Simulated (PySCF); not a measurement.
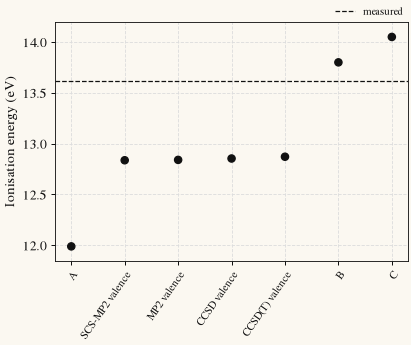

The ionisation energy of the O atom ([He] 2s² 2p⁴ → [He] 2s² 2p³) by several methods, in rising order. PySCF, jorge-DZP-DKH, spin-free X2C-1e, unrestricted single determinants, no spin-orbit coupling. Methods marked “valence” freeze 2 core electrons. The lettered entries are B3LYP, HF and MN15 in some order.

> Match the letters to the methods.

A is HF (11.99 eV); B is MN15 (13.80 eV); C is B3LYP (14.05 eV). The values run from 11.99 eV (HF) to 14.05 eV (B3LYP). The measured value is 13.62 eV; nearest to it come MN15 (+0.18) and B3LYP (+0.43), furthest HF (−1.63 eV).

Note: spin-orbit shift not estimated.
